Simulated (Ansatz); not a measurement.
## How methods differ on SiH2Cl (chlorosilyl radical)

The species is SiH2Cl (4 atoms), meant as a doublet with charge 0. As SMILES, `[SiH2]Cl`. Geometry: relaxed at GFN2-xTB.

```xyz
4

Si   -0.2836    0.2377    0.1316
Cl    1.5977   -0.0596    0.8111
H    -1.0650   -0.9783    0.2633
H    -0.2491    0.8002   -1.2060
```

Each level gives the energy change with the Si1–H4 bond stretched from 1.451 to 1.814 Å (eV). The values are calculated.

| level | kind | program | value (eV) | less FCI/STO-3G |
| --- | --- | --- | --- | --- |
| UPBE/STO-3G | GGA | Ansatz | 0.89 | -0.10 |
| UBHLYP/STO-3G | global hybrid | Ansatz | 1.17 | +0.18 |
| UPBE0/STO-3G | global hybrid | Ansatz | 1.05 | +0.06 |
| U-wB97X/STO-3G | range-separated hybrid | Ansatz | 1.11 | +0.12 |
| UB2PLYP/STO-3G | double hybrid | Ansatz | 1.08 | +0.09 |
| UBCCD(T)/STO-3G | coupled cluster or CI | Ansatz | 0.99 | 0.00 |
| UCCSDTQ/STO-3G | coupled cluster or CI | Ansatz | 0.99 | 0.00 |
| FCI/STO-3G | exact in the basis | Ansatz | 0.99 | 0.00 |

FCI/STO-3G is exact within its basis and frozen core, so for wave-function methods in that basis the difference is their error; functionals converge differently with the basis, so for them it is only a difference. The first shape isn't each level's own minimum. The values span 0.89 to 1.17 eV. All rows use very small basis sets, so even the best lies far from the true value.

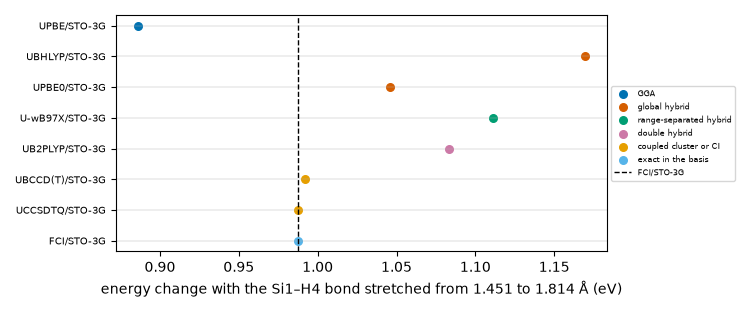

The values of the table, level by level.
